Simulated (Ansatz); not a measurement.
# A computed series for SiC: response to strain

The reference is SiC (space group P6_3mc, No. 186; a = 3.078 Å, c = 10.076 Å).

Strains are applied to the cell and any free atomic positions relax.

Method: PBEsol (Ansatz, a first-principles code, PAW, no spin-orbit coupling).

Notes on the quantities. pressure: mean of the normal stresses, compression positive.

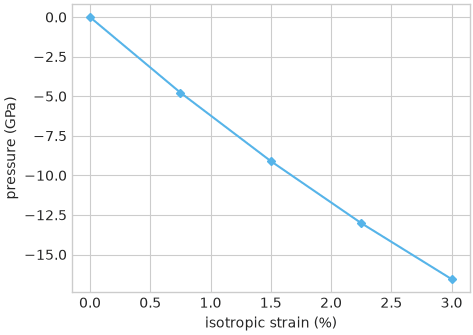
Figure. Pressure against isotropic strain

Problem. From the plot, what is the pressure for isotropic strain +3.00 %?

Solution. About -17 GPa.

Problem. Is the trend monotonic over the range shown?

Solution. Yes, it falls throughout, spanning -16.55 GPa to -0.01 GPa.

Stability against distortions was not tested.
